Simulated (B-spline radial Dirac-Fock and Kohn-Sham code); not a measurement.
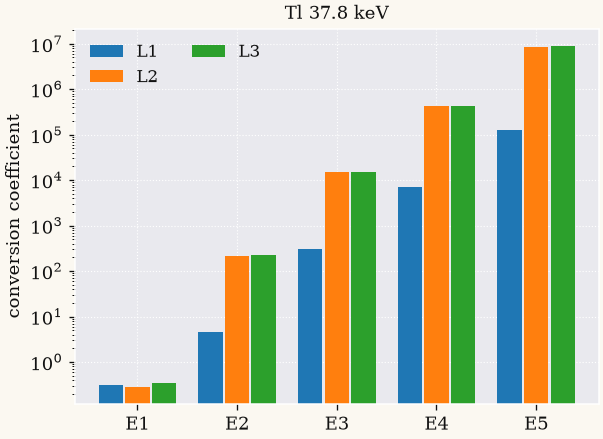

Internal conversion coefficients by shell for electric multipoles at a transition energy of 37.8 keV (K and L shells). System: thallium (Z = 81). Method: a Dirac–Hartree–Slater potential of the neutral atom, no hole, surface-current nucleus (computed with a radial B-spline solver).

**How does the sum of the shells shown change with multipole order?**

From 0.956 for E1 to 1.76 × 10⁷ for E5.

**What are the L1 : L2 : L3 ratios for E5?**

0.0139 : 0.949 : 1.

**Which of the shells shown converts most for E5?**

L3, with α = 8.99 × 10⁶ out of 1.76 × 10⁷ for those shown.
